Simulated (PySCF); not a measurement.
# One shape, several levels: Si2H3F3 (SMILES F[Si](F)(F)[SiH3])

We compute a comparison of 6 runs (HF/def2-SVP, B3LYP/6-31G*, TPSSh/6-31G*, TPSSh/pcseg-1, PBE0/6-311G**, BP86/def2-TZVP) of Si2H3F3. The job is set up through a Python script.

Program for the calculation: PySCF 2.14.0.

## (1) The structure to begin with

Si2H3F3: 8 atoms, total charge 0, spin state singlet. As SMILES, `F[Si](F)(F)[SiH3]`. The shape is that of a PBE0-D4/def2-TZVP optimisation.

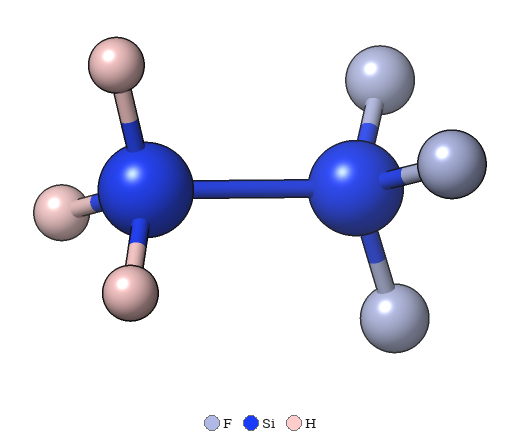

Viewed from a chosen angle; fluorine light blue, silicon blue, hydrogen pink.

## (2) Energy and forces at HF/def2-SVP (run 1)

Input file run.py:

```python
from pyscf import gto

mol = gto.M(
    atom='''
F        1.310500      -1.060500       1.504800
Si       0.534400      -0.990500       0.128500
F       -0.479300      -2.204500       0.107900
F        1.595600      -1.255900      -1.013900
Si      -0.550700       1.050400      -0.152600
H       -1.525600       1.227900       0.951900
H        0.460600       2.135800      -0.122800
H       -1.253300       1.040400      -1.459500
''',
    basis='def2-svp',
    verbose=4,
    max_memory=1860,
)

mf = mol.RHF()
mf.conv_tol = 1e-10
mf.kernel()
if not mf.converged:
    mf = mf.newton().run(mf.mo_coeff, mf.mo_occ)

etot = mf.e_tot
print('E(%s) = %.9f' % ('HF', etot))
grad = mf.nuc_grad_method().kernel()
mf.analyze()
```

Launch:

```console
OMP_NUM_THREADS=1 python run.py
```

What it wrote:

```text
PySCF version 2.14.0

[... 91 lines left out ...]
MO #8   energy= -4.36016364558648  occ= 2
[... 16 lines left out ...]
MO #25  energy= -0.668236345265144 occ= 2
[... 16 lines left out ...]
MO #42  energy= 0.573120631902235  occ= 0
[... 16 lines left out ...]
MO #59  energy= 1.4675882239912    occ= 0
[... 16 lines left out ...]
MO #76  energy= 2.24296607689462   occ= 0
[... 16 lines left out ...]
MO #93  energy= 4.01202823091707   occ= 0
[... 104 lines left out ...]
Dipole moment(X, Y, Z, Debye): -1.06277,  2.00010, -0.27505
```

Run time: 13 s. Hardware: 1 thread of Intel Xeon at 2.70GHz, shared host; peak memory 0.19 GiB.

## (3) Energy and gradient at B3LYP/6-31G(d) (spherical functions) (run 2)

Input file input.py:

```python
import pyscf.grad
from pyscf import gto, dft

system = gto.M(
    atom='''
F        1.310500      -1.060500       1.504800
Si       0.534400      -0.990500       0.128500
F       -0.479300      -2.204500       0.107900
F        1.595600      -1.255900      -1.013900
Si      -0.550700       1.050400      -0.152600
H       -1.525600       1.227900       0.951900
H        0.460600       2.135800      -0.122800
H       -1.253300       1.040400      -1.459500
''',
    charge=0,
    verbose=4,
    basis='6-31g*',
    max_memory=1860,
)

mf = dft.RKS(system)
mf.xc = 'b3lyp'
mf.grids.level = 5
mf.conv_tol = 1e-10
mf.kernel()
if not mf.converged:
    mf = mf.newton().run(mf.mo_coeff, mf.mo_occ)

e_tot = mf.e_tot
print('E = %.10f Eh' % e_tot)
grad = mf.Gradients().kernel()
dip = mf.dip_moment()
pop, q = mf.mulliken_pop()
```

Launch:

```console
OMP_NUM_THREADS=1 python input.py
```

What it wrote:

```text
PySCF version 2.14.0

[... 76 lines left out ...]
converged SCF energy = -880.49376003244
[... 13 lines left out ...]
Dipole moment(X, Y, Z, Debye): -0.89949,  1.69286, -0.23282
[... 93 lines left out ...]
charge of    7H =     -0.04031
```

Run time: 39 s. Hardware: 1 thread of Intel Xeon at 2.70GHz, shared host; peak memory 0.82 GiB.

Runs 3 to 5 aren't shown in full; the table further down has their settings and results.

## (4) Energy and forces at BP86/def2-TZVP (run 6)

Input file input.py:

```python
# F[Si](F)(F)[SiH3]
import pyscf.grad
from pyscf import gto, dft

mol = gto.M(
    atom='''
F      1.310500    -1.060500     1.504800
Si     0.534400    -0.990500     0.128500
F     -0.479300    -2.204500     0.107900
F      1.595600    -1.255900    -1.013900
Si    -0.550700     1.050400    -0.152600
H     -1.525600     1.227900     0.951900
H      0.460600     2.135800    -0.122800
H     -1.253300     1.040400    -1.459500
''',
    max_memory=1860,
    verbose=4,
    basis='def2-tzvp',
)

mf = dft.RKS(mol, xc='bp86')
mf.grids.level = 5
mf.conv_tol = 1e-10
mf.kernel()
if not mf.converged:
    mf = mf.newton().run(mf.mo_coeff, mf.mo_occ)

etot = mf.e_tot
print('E(%s) = %.9f' % ('BP86', etot))
grad = mf.Gradients().kernel()
mf.analyze()
```

Launch:

```console
OMP_NUM_THREADS=1 python input.py
```

What it wrote:

```text
PySCF version 2.14.0

[... 121 lines left out ...]
MO #20  energy= -0.463249929803027 occ= 2
[... 32 lines left out ...]
MO #53  energy= 0.412660217965908  occ= 0
[... 32 lines left out ...]
MO #86  energy= 1.09843986396315   occ= 0
[... 32 lines left out ...]
MO #119 energy= 2.45034034688199   occ= 0
[... 32 lines left out ...]
MO #152 energy= 6.69945611191871   occ= 0
[... 32 lines left out ...]
MO #185 energy= 56.4375828882916   occ= 0
[... 196 lines left out ...]
Dipole moment(X, Y, Z, Debye): -0.89358,  1.68172, -0.23126
```

It took 2.4 min on 1 thread of Intel Xeon at 2.70GHz, shared host; peak memory 2.6 GiB.

## (5) The series

| run | level | integration grid | energy (Eh) | dipole moment (D) | HOMO energy (eV) | LUMO energy (eV) | wall time |
| --- | --- | --- | --- | --- | --- | --- | --- |
| 1 | HF/def2-SVP | – | -877.686637 | 2.28 | -12.60 | 3.31 | 13 s |
| 2 | B3LYP/6-31G* (spherical functions) | 5 | -880.493760 | 1.93 | -8.99 | 0.02 | 39 s |
| 3 | TPSSh/6-31G* (spherical functions) | 5 | -880.480454 | 1.82 | -8.58 | -0.17 | 56 s |
| 4 | TPSSh/pcseg-1 | 5 | -880.435859 | 2.23 | -8.88 | -0.47 | 93 s |
| 5 | PBE0/6-311G** | 5 | -880.065866 | 2.26 | -9.46 | -0.18 | 71 s |
| 6 | BP86/def2-TZVP | 5 | -880.720978 | 1.92 | -8.16 | -1.20 | 2.4 min |

## (6) Outcome

| quantity | value |
| --- | --- |
| run 6: total energy | -880.72098 Eh |
| run 6: dipole moment | 1.92 D |
| run 6: HOMO energy | -8.16 eV |
| run 6: LUMO energy | -1.20 eV |
| run 6: HOMO–LUMO gap | 6.96 eV |
| run 6: largest force on an atom | 0.743 eV/Å |

What this shows: The dipole moment (its size) runs from 1.82 D (TPSSh/6-31G*) to 2.28 D (HF/def2-SVP). The two ends differ in method and basis. The HOMO–LUMO gap runs from 6.96 eV (BP86/def2-TZVP) to 15.90 eV (HF/def2-SVP). Totals of different functionals can't be ranked against each other. All runs together took 7 min, the longest 2.4 min.
